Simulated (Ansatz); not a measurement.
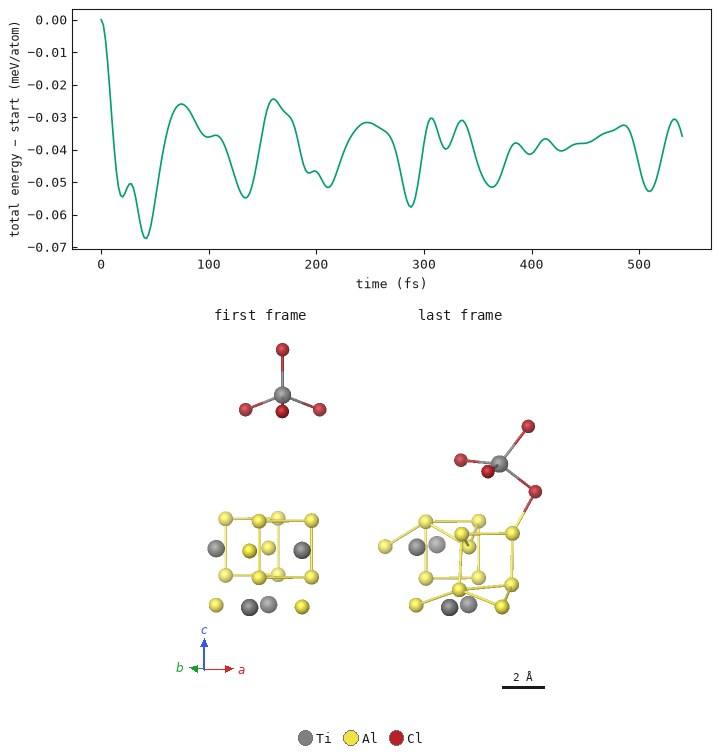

Molecular dynamics of TiCl4 on TiAl3(110) (21 atoms in the cell), 540 fs long. A ball-and-stick model of the simulation cell, with the vacuum cut short, seen from a free direction. Bonds to atoms that aren't drawn are left out.

Computed with Ansatz 0.2.0, DFT PBE-D3(BJ), scalar-relativistic, plane waves, PAW. Settings: plane-wave cutoff 420 eV; k-point mesh 3 × 2 × 1; Fermi-Dirac smearing 0.15 eV; low-accuracy preset; 4 atoms held fixed; constant energy (NVE); time step 2 fs; at the start 5 atoms move with typed velocities and the others are at rest.

How well is the energy conserved, and can the run be trusted?

The total energy stays between −0.067 and 0 meV per atom of its start. A straight-line fit has a slope that amounts to +0.001 meV per atom over 540 fs (under 0.1 % of the mean kinetic energy), its mean offset in the second half is under 0.1 %, and the ripple about the line is under 0.1 % of the kinetic energy's fluctuation. With a drift under 2 % and a ripple under 7 %, the integration is accurate. The mean temperature in the second half is 433 K (standard deviation 137 K). It is well above the start because potential energy is released as heat. The potential energy is still drifting at the end, so the run hasn't reached equilibrium. The potential energy in the second half lies on average 26.3 meV per atom below the first frame.

Limits of the set-up: the k-point mesh is coarse for a cell with partly filled bands; the program's low-accuracy preset was used; the periodic images lie only 5.4 Å apart, so the values are limited by the cell's size.

PAW datasets: the set soft_1.
